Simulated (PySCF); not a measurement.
# GaNH4S2 (SMILES [NH2][Ga]([SH])[SH]): levels of theory compared

Wanted: a comparison of 6 runs (HF/3-21G, B3LYP/6-31G*, TPSS/6-31G*, B3LYP/def2-SVP, PBE0/def2-SVP) of GaNH4S2. 

The calculation is run with PySCF 2.14.0.

### 1 The system as given

The species is GaNH4S2 (8 atoms), meant as a singlet with charge 0. As SMILES, `[NH2][Ga]([SH])[SH]`. Geometry: relaxed at PBE0-D4/def2-TZVP. This is one conformer, not always the lowest.

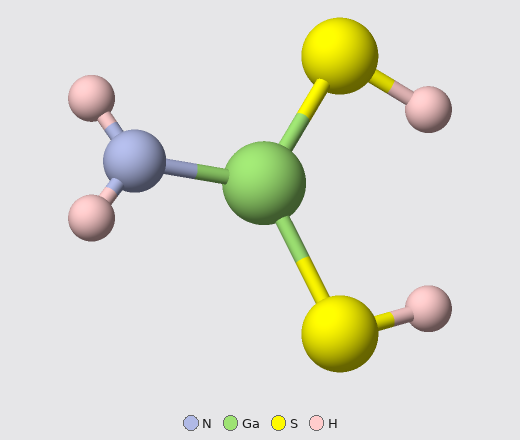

Viewed from a chosen angle; nitrogen light blue, gallium green, sulfur yellow, hydrogen pink.

### 2 Energy and forces at HF/3-21G (run 1)

run.py

```python
import pyscf.grad
from pyscf import gto

mol = gto.Mole()
mol.atom = '''
N   -0.636500   1.601400  -0.588800
Ga  -0.007400   0.015000   0.005000
S    2.100100  -0.105300   0.626000
S   -1.404300  -1.680600   0.129800
H   -0.038400   2.385300  -0.784600
H   -1.548200   1.706200  -0.999000
H    2.022300  -1.396200   0.984900
H   -0.487600  -2.525800   0.626600
'''
mol.charge = 0
mol.spin = 0
mol.basis = '3-21g'
mol.verbose = 4
mol.max_memory = 1860
mol.build()

mf = mol.RHF()
mf.conv_tol = 1e-10
mf.kernel()
if not mf.converged:
    mf = mf.newton().run(mf.mo_coeff, mf.mo_occ)

e_tot = mf.e_tot
print('E(%s) = %.9f' % ('HF', e_tot))
grad = mf.Gradients().kernel()
dip = mf.dip_moment()
pop, q = mf.mulliken_pop()
```

Launch:

```
$ OMP_NUM_THREADS=1 python run.py
```

The program printed:

```text
PySCF version 2.14.0

[... 62 lines left out ...]
converged SCF energy = -2761.54682524492
[... 12 lines left out ...]
Dipole moment(X, Y, Z, Debye): -0.07266,  0.39131, -0.72635
[... 74 lines left out ...]
charge of    7H =      0.06355
```

Run time: 8.1 s. Hardware: 1 thread of Intel Xeon at 2.50GHz (Skylake/Cascade Lake), shared host; peak memory 0.14 GiB.

### 3 Energy and gradient at B3LYP/6-31G(d) (spherical functions) (run 2)

job.py

```python
from pyscf import gto, dft

system = gto.M(
    atom='''
N     -0.636500     1.601400    -0.588800
Ga    -0.007400     0.015000     0.005000
S      2.100100    -0.105300     0.626000
S     -1.404300    -1.680600     0.129800
H     -0.038400     2.385300    -0.784600
H     -1.548200     1.706200    -0.999000
H      2.022300    -1.396200     0.984900
H     -0.487600    -2.525800     0.626600
''',
    max_memory=1860,
    verbose=4,
    basis='6-31g*',
    charge=0,
    spin=0,
)

ks = dft.RKS(system, xc='b3lyp')
ks.conv_tol = 1e-10
ks.grids.level = 5
ks.kernel()
if not ks.converged:
    ks = ks.newton().run(ks.mo_coeff, ks.mo_occ)

e_tot = ks.e_tot
print('E(%s) = %.9f' % ('B3LYP', e_tot))
grad = ks.nuc_grad_method().kernel()
ks.analyze()
```

Launch:

```
$ OMP_NUM_THREADS=1 python job.py
```

The program printed:

```text
PySCF version 2.14.0

[... 78 lines left out ...]
converged SCF energy = -2778.24310292728
[... 27 lines left out ...]
MO #6   energy= -40.7243529431183  occ= 2
[... 11 lines left out ...]
MO #18  energy= -3.82726044596757  occ= 2
[... 11 lines left out ...]
MO #30  energy= -0.474107083927901 occ= 2
[... 11 lines left out ...]
MO #42  energy= 0.0356908486718521 occ= 0
[... 11 lines left out ...]
MO #54  energy= 0.38168693499762   occ= 0
[... 11 lines left out ...]
MO #66  energy= 0.763890293499437  occ= 0
[... 11 lines left out ...]
MO #78  energy= 1.21403533713323   occ= 0
[... 11 lines left out ...]
MO #90  energy= 3.05587897233927   occ= 0
[... 101 lines left out ...]
Dipole moment(X, Y, Z, Debye): -0.03334,  0.23087, -0.49480
```

It took 96 s on 1 thread of Intel Xeon at 2.50GHz (Skylake/Cascade Lake), shared host; peak memory 0.88 GiB.

### 4 Energy and forces at TPSS/6-31G(d) (spherical functions) (run 3)

run.py

```python
# [NH2][Ga]([SH])[SH]
import pyscf.grad
from pyscf import gto, dft

mol = gto.Mole()
mol.atom = '''
N       -0.636500       1.601400      -0.588800
Ga      -0.007400       0.015000       0.005000
S        2.100100      -0.105300       0.626000
S       -1.404300      -1.680600       0.129800
H       -0.038400       2.385300      -0.784600
H       -1.548200       1.706200      -0.999000
H        2.022300      -1.396200       0.984900
H       -0.487600      -2.525800       0.626600
'''
mol.basis = '6-31g*'
mol.verbose = 3
mol.max_memory = 1860
mol.charge = 0
mol.build()

calc0 = dft.RKS(mol)
calc0.xc = 'tpss'
calc0.conv_tol = 1e-10
calc0.grids.level = 5
calc0.kernel()
if not calc0.converged:
    calc0 = calc0.newton().run(calc0.mo_coeff, calc0.mo_occ)

etot = calc0.e_tot
print('E = %.10f Eh' % etot)
grad = calc0.Gradients().kernel()
calc0.analyze()
```

Launch:

```
$ OMP_NUM_THREADS=1 python run.py
```

The program printed:

```text
converged SCF energy = -2778.20779388792
[... 11 lines left out ...]
MO #2   energy= -88.3527025437237  occ= 2
[... 10 lines left out ...]
MO #13  energy= -5.71464371232798  occ= 2
[... 10 lines left out ...]
MO #24  energy= -0.752231055477936 occ= 2
[... 10 lines left out ...]
MO #35  energy= -0.257807603532148 occ= 2
[... 10 lines left out ...]
MO #46  energy= 0.116160856836114  occ= 0
[... 10 lines left out ...]
MO #57  energy= 0.413513507412429  occ= 0
[... 10 lines left out ...]
MO #68  energy= 0.767834617588156  occ= 0
[... 10 lines left out ...]
MO #79  energy= 1.20580887013376   occ= 0
[... 10 lines left out ...]
MO #90  energy= 3.00056429220714   occ= 0
[... 9 lines left out ...]
Dipole moment(X, Y, Z, Debye): -0.06228,  0.29790, -0.50362
```

Wall time 2.1 min (1 thread of Intel Xeon at 2.50GHz (Skylake/Cascade Lake), shared host); peak memory 0.88 GiB.

Runs 4 to 5 aren't shown in full; the table further down has their settings and results.

### 5 Energy and gradient at PBE0/def2-SVP (run 6)

calc.py

```python
# [NH2][Ga]([SH])[SH]
import pyscf.grad
from pyscf import gto, dft

mol = gto.M(
    atom='''
N     -1.202811     3.026207    -1.112671
Ga    -0.013984     0.028346     0.009449
S      3.968614    -0.198988     1.182969
S     -2.653742    -3.175874     0.245286
H     -0.072565     4.507564    -1.482679
H     -2.925674     3.224251    -1.887836
H      3.821593    -2.638436     1.861191
H     -0.921430    -4.773070     1.184102
''',
    basis='def2-svp',
    max_memory=1860,
    unit='bohr',
    verbose=4,
)

mf = dft.RKS(mol, xc='pbe0')
mf.conv_tol = 1e-10
mf.grids.level = 5
mf.kernel()
if not mf.converged:
    mf = mf.newton().run(mf.mo_coeff, mf.mo_occ)

e_final = mf.e_tot
print('E(%s) = %.9f' % ('PBE0', e_final))
grad = mf.Gradients().kernel()
mf.analyze()
```

Launch:

```
$ OMP_NUM_THREADS=1 python calc.py
```

The program printed:

```text
PySCF version 2.14.0

[... 93 lines left out ...]
Two-electron Energy =                 1514.250696076796430
[... 14 lines left out ...]
MO #11  energy= -5.94460367515672  occ= 2
[... 12 lines left out ...]
MO #24  energy= -0.872547429008483 occ= 2
[... 12 lines left out ...]
MO #37  energy= -0.261757064602835 occ= 2
[... 12 lines left out ...]
MO #50  energy= 0.337892910061367  occ= 0
[... 12 lines left out ...]
MO #63  energy= 0.717756416875071  occ= 0
[... 12 lines left out ...]
MO #76  energy= 1.02865235864925   occ= 0
[... 12 lines left out ...]
MO #89  energy= 2.07951965341337   occ= 0
[... 12 lines left out ...]
MO #102 energy= 3.34667124215919   occ= 0
[... 113 lines left out ...]
Dipole moment(X, Y, Z, Debye): -0.00839,  0.15949, -0.44466
```

Wall time 75 s (1 thread of Intel Xeon at 2.50GHz (Skylake/Cascade Lake), shared host); peak memory 1 GiB.

### 6 The series

```tsv
run	level	integration grid	Cartesian functions	energy (Eh)	dipole moment (D)	HOMO energy (eV)	LUMO energy (eV)	wall time
1	HF/3-21G	–	no	-2761.546825	0.83	-10.54	2.43	8.1 s
2	B3LYP/6-31G* (spherical functions)	5	no	-2778.243103	0.55	-6.87	-0.74	96 s
3	TPSS/6-31G* (spherical functions)	5	no	-2778.207794	0.59	-5.89	-1.22	2.1 min
4	B3LYP/6-31G* (Cartesian functions)	5	yes	-2778.254898	0.55	-6.87	-0.74	90 s
5	B3LYP/def2-SVP	5	no	-2778.036035	0.50	-6.79	-0.36	75 s
6	PBE0/def2-SVP	5	no	-2777.362536	0.47	-7.12	-0.11	75 s
```

### 7 Summary of results

| quantity | value |
| --- | --- |
| run 6: total energy | -2777.36254 Eh |
| run 6: dipole moment | 0.47 D |
| run 6: HOMO energy | -7.12 eV |
| run 6: LUMO energy | -0.11 eV |
| run 6: HOMO–LUMO gap | 7.01 eV |
| run 6: largest force on an atom | 0.418 eV/Å |

**Reading.** The dipole moment (its size) runs from 0.47 D (PBE0/def2-SVP) to 0.83 D (HF/3-21G). The two ends differ in method and basis. The HOMO–LUMO gap runs from 4.67 eV (TPSS/6-31G*) to 12.97 eV (HF/3-21G). Totals of different functionals can't be ranked against each other. All runs together took 7.9 min, the longest 2.1 min.
